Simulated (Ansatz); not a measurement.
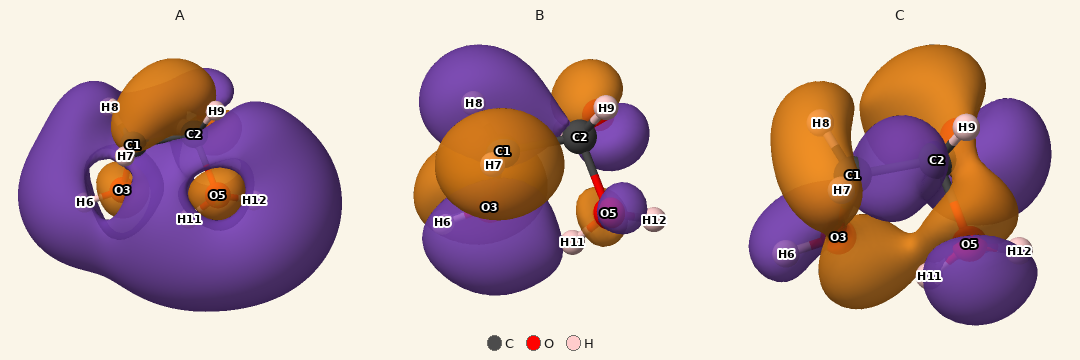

Figure. C$_{2}$H$_{7}$O$_{3}$ (SMILES OC[C@H](O)[OH2+]) (charge +1). Three frontier orbitals at ±0.05 Å⁻³ᐟ² (orange and purple are the two phases), in no order.

Geometry: PBE0-D3(BJ)/def2-SVP.

The calculation used isolated molecule in a Gaussian basis; Kohn-Sham density functional theory, functional PBE0 in Ansatz.

Input file:

```
basis:
  gaussian: {orbitals: def2-TZVPD}
crystal:
  periodic: [false, false, false]
  atoms:
    - {symbol: C, position_ang: [-0.321583, -0.067671, -0.321672]}
    - {symbol: C, position_ang: [-0.312000, -1.358408, 0.467122]}
    - {symbol: O, position_ang: [-0.263609, 0.913392, 0.691206]}
    - {symbol: O, position_ang: [-1.348273, -1.579756, 1.264097]}
    - {symbol: O, position_ang: [0.967994, -1.098969, 1.368640]}
    - {symbol: H, position_ang: [-0.247186, 1.810227, 0.332611]}
    - {symbol: H, position_ang: [0.540183, -0.026452, -1.008670]}
    - {symbol: H, position_ang: [-1.252207, -0.025188, -0.912869]}
    - {symbol: H, position_ang: [-0.029204, -2.262783, -0.085615]}
    - {symbol: H, position_ang: [-1.761237, -0.744575, 1.541603]}
    - {symbol: H, position_ang: [0.883533, -0.126148, 1.579540]}
    - {symbol: H, position_ang: [0.949000, -1.630584, 2.187319]}
total_charge: 1
hamiltonian: {xc: pbe0}
output: {forces: true, orbitals: {seedname: orbitals}}
```

Command:

```sh
ansatz run input.yaml --threads 2 --pin off --max-ram 4350MiB --events-out events.jsonl --progress --plain --runs-dir runs
```

Question: Order the three orbitals by energy and name them.

Answer: C is the HOMO−1 (−15.05 eV). Its weight (Hirshfeld) is mainly on O4 (about 50 %), O5 (about 15 %), C2 (about 10 %), C1 (about 10 %) and O3 (about 10 %); largely a combination of lone pairs on O4, O5 and O3. B is the HOMO (−14.13 eV). Its weight (Hirshfeld) is mainly on O3 (about 55 %), C1 (about 15 %), H7 (about 10 %) and H8 (about 5 %). A is the LUMO (−5.17 eV). It lies mainly on H12 (about 25 %), H11 (about 15 %), O5 (about 15 %), C2 (about 15 %), H6 (about 10 %) and C1 (about 5 %).

Question: What is the HOMO–LUMO gap?

Answer: 8.96 eV between the orbital energies.
